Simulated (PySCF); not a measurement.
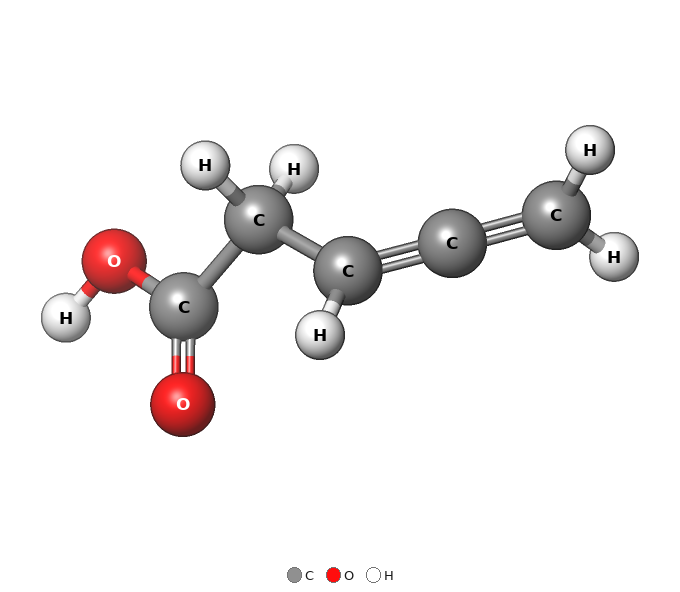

The picture shows a molecular structure as a ball-and-stick model. Multiple sticks mark multiple bonds (one Kekulé form).

The geometry was computed by an optimisation with GFN2-xTB. No frequency run is at hand to confirm it as a minimum.

> What is the molecular formula?

C₅H₆O₂, 13 atoms: 5 carbon, 6 hydrogen and 2 oxygen.

> Write the SMILES.

C=C=CCC(=O)O

> Count the bonded pairs by element.

5 C–H, 4 C–C, 2 C–O, 1 O–H.

> Name functional groups in it.

Among them: carboxylic acid.

> Give the symmetry (Schoenflies symbol).

C1.

More results for the same structure follow; atom numbers are the same in all pictures, views and colours differ.

### Shape

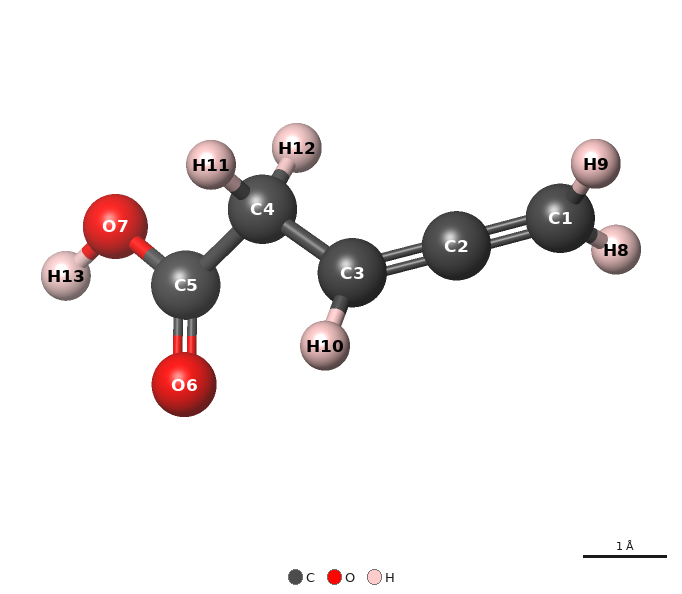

Atoms carry their numbers in the input. No frequency run is at hand to confirm it as a minimum.

What are the angles C1–C2–C3, C2–C1–H9, C2–C3–C4, C3–C4–C5, C3–C4–H11, C3–C4–H12, C4–C3–H10, C4–C5–O6, C4–C5–O7, C5–C4–H11, C5–C4–H12, C5–O7–H13?

```csv
angle,degrees
C1–C2–C3,179.5
C2–C1–H9,121.9
C2–C3–C4,124.1
C3–C4–C5,111.9
C3–C4–H11,110.2
C3–C4–H12,111.6
C4–C3–H10,115.4
C4–C5–O6,126.5
C4–C5–O7,111.0
C5–C4–H11,106.7
C5–C4–H12,108.8
C5–O7–H13,110.4
```

### Electronic properties

No frequency run is at hand to confirm it as a minimum. Level of theory: PBE0/pcSseg-1, gas phase (PySCF 2.14.0).

What does the calculation give?

- dipole moment: 1.73 D
- HOMO energy (Kohn–Sham orbital): −7.54 eV
- LUMO energy (Kohn–Sham orbital): 0.12 eV
- HOMO–LUMO gap: 7.66 eV

### Quadrupole coupling

No frequency run is at hand to confirm it as a minimum. Electric field gradients from the ground-state density, PBE0/pcSseg-1 (PySCF 2.14.0), non-relativistic apart from any core potentials.

Give the largest field-gradient component, the quadrupole coupling constant and the asymmetry for 17O at O6 (Q = −25.6 mb), 17O at O7 (Q = −25.6 mb), 2H at H8 (Q = 2.86 mb), 2H at H9 (Q = 2.86 mb), 2H at H10 (Q = 2.86 mb), 2H at H11 (Q = 2.86 mb).

| atom | V_zz (a.u.) | e²qQ/h (MHz) | η |
| --- | --- | --- | --- |
| O6 | −1.593 | 9.58 | 0.20 |
| O7 | 1.646 | −9.90 | 0.46 |
| H8 | 0.336 | 0.226 | 0.06 |
| H9 | 0.336 | 0.226 | 0.06 |
| H10 | 0.325 | 0.218 | 0.09 |
| H11 | 0.296 | 0.199 | 0.03 |

### Charges

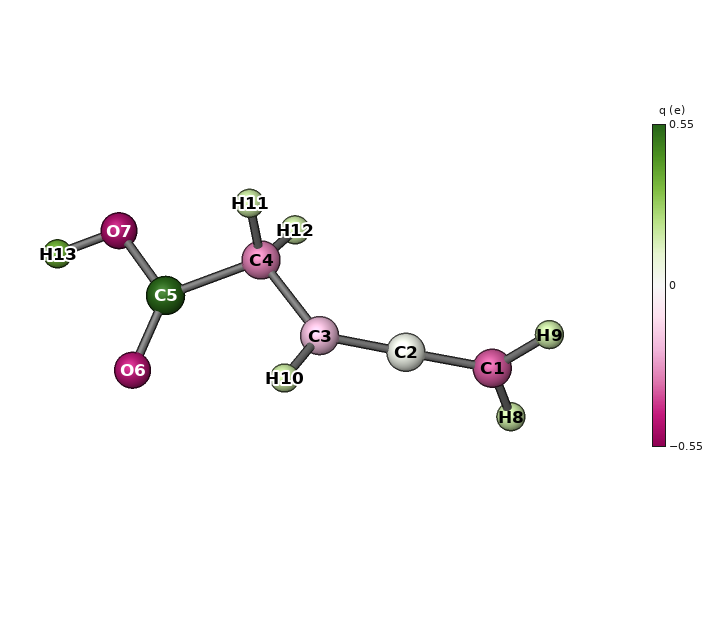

Atoms are coloured by their IAO charges. No frequency run is at hand to confirm it as a minimum. Properties computed with PBE0/pcSseg-1, gas phase (PySCF 2.14.0).

> Which atom carries the highest charge (most positive or least negative)?

C5 (0.54 e).

> And the lowest?

O7 (−0.49 e).

Give the IAO charges atom by atom.

```tsv
atom	value (e)
C1	−0.36
C2	0.03
C3	−0.20
C4	−0.31
C5	0.54
O6	−0.46
O7	−0.49
H8	0.17
H9	0.17
H10	0.18
H11	0.18
H12	0.18
H13	0.37
```
